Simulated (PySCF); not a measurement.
C5H7BO2 (SMILES C/C=C/C#CB(O)O)

```yaml
atoms:
  - { symbol: C, position_ang: [-3.4641, -0.4180, 0.3208] }
  - { symbol: C, position_ang: [-2.0568, 0.0248, 0.1332] }
  - { symbol: C, position_ang: [-0.9779, -0.7659, 0.2813] }
  - { symbol: C, position_ang: [0.3576, -0.3304, 0.0819] }
  - { symbol: C, position_ang: [1.5126, 0.0304, -0.0849] }
  - { symbol: B, position_ang: [2.9632, 0.4832, -0.2937] }
  - { symbol: O, position_ang: [3.2598, 1.7993, -0.0898] }
  - { symbol: O, position_ang: [3.8751, -0.4587, -0.6703] }
  - { symbol: H, position_ang: [-3.5258, -1.4756, 0.6160] }
  - { symbol: H, position_ang: [-3.9680, 0.1878, 1.0928] }
  - { symbol: H, position_ang: [-4.0470, -0.2831, -0.6062] }
  - { symbol: H, position_ang: [-1.8934, 1.0707, -0.1518] }
  - { symbol: H, position_ang: [-1.1168, -1.8177, 0.5635] }
  - { symbol: H, position_ang: [4.1805, 2.0343, -0.2370] }
  - { symbol: H, position_ang: [4.7740, -0.1354, -0.7788] }
```

Geometry: PBE0-D3(BJ)/def2-SVP.

Computed with PySCF 2.14.0, PBE0/pcSseg-1, SCF density, gas phase, non-relativistic.

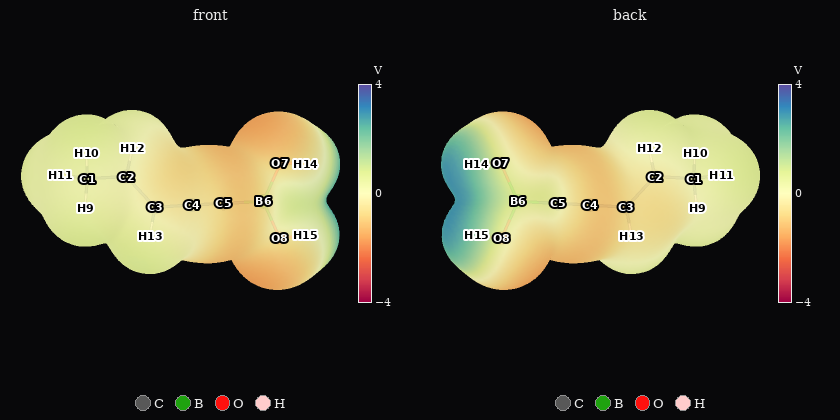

Figure 1. The electrostatic potential painted on the density surface at 0.002 e/bohr³, seen from the front and from behind; the colour scale runs from red (negative) to blue (positive).

Question: Which sites attract a positive test charge, and which a negative one?

Answer: A positive charge is drawn to the negative regions and a negative charge to the positive ones. The most negative region (about −1.6 V) lies over O7 and O8, the most positive (about +3.0 V) over H14 and H15.

Question: What dipole moment does the calculation give?

Answer: Its dipole moment is 1.24 D.

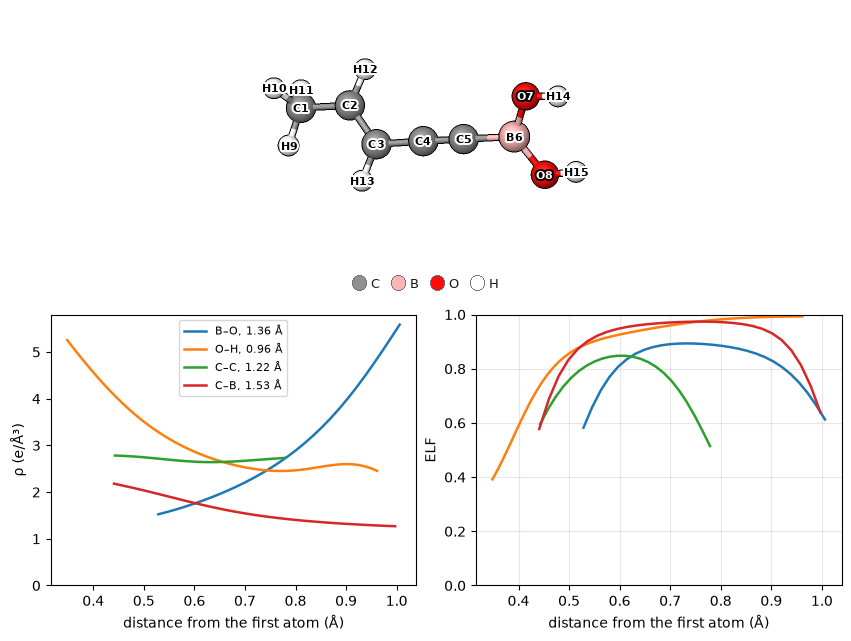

Figure 2. Electron density and electron localisation function along straight lines between neighbouring atoms. The curves leave out the atomic cores. The structure is drawn too.

Question: What can be read from the curves?

Answer: B–O (1.36 Å): ρ at the midpoint is about 2.1 e/Å³; the ELF peaks at about 0.90 between the atoms, as expected for a short, strongly polar bond.
O–H (0.96 Å): ρ at the midpoint is about 3.7 e/Å³; the ELF climbs to about 1 towards the hydrogen, as it does in any bond to H; a covalent bond by its length.
C–C (1.22 Å): ρ is about 2.6 e/Å³ halfway; the ELF peaks at about 0.85 between the atoms: a multiple bond.
C–B (1.53 Å): the density is about 1.4 e/Å³ at the midpoint; the ELF peaks at about 1 between the atoms, as expected for localised, covalent bonding.
